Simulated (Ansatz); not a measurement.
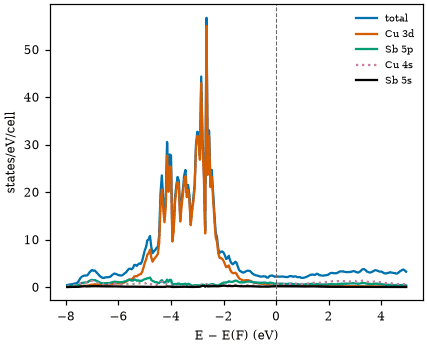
Fig. 1. Total and projected density of states of Cu3Sb in space group Pmmn (No. 59; Cu on 2b, Cu on 4e, Sb on 2a), DFT-PBEsol in the program Ansatz with PAW potentials

Q: Which orbitals carry the states next to the Fermi level?

A: Within 0.5 eV of the Fermi level: Sb 5p 35 %, Cu 3d 23 %, Cu 4s 22 %, Sb 5s 6 %, outside the projected shells 13 %. Projections are on Löwdin-orthogonalised atomic valence shells; empty p or d shells of many metals are not among them.

Q: Where is the tallest occupied peak in this window, and what makes it?

A: Near -2.6 eV, about 57 states/eV per cell; the largest projected share is Cu 3d.

The workflow started from a Materials Project entry (that database holds measured and hypothetical structures alike); the Crystallography Open Database copy checked does not list it. Its standing as an ambient phase is unchecked. Symmetry was held in the PBEsol relaxation; whether a distortion lowers the energy is not shown. No spin polarisation was allowed. Spin–orbit coupling is left out wherever it is not named.

Potentials: the later of the program's two PAW sets.
